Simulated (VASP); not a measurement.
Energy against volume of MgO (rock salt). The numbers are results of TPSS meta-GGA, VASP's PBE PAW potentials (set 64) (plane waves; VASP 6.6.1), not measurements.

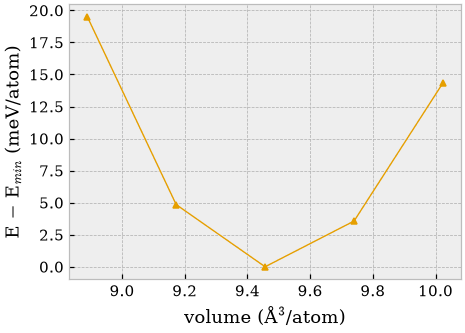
Energy against volume

Problem. Estimate the equilibrium volume and the bulk modulus.

Solution. The minimum lies near 9.5 Å³/atom, and the curvature gives B0 of about 160 GPa.

Measured: bulk modulus 170 GPa at 0 K (computed value off by -7.5 %), as given by Daniel Mejia-Rodriguez et al., Physical Review B (2018), arXiv:1807.09216 [0 K value with the zero-point phonon effect removed]; a 4.189 Å at 0 K (computed value off by +1.0 %), as given by Daniel Mejia-Rodriguez et al., Physical Review B (2018), arXiv:1807.09216 [static lattice: zero-point anharmonic expansion removed].

The compound is MgO in the rock salt structure. It was relaxed first.
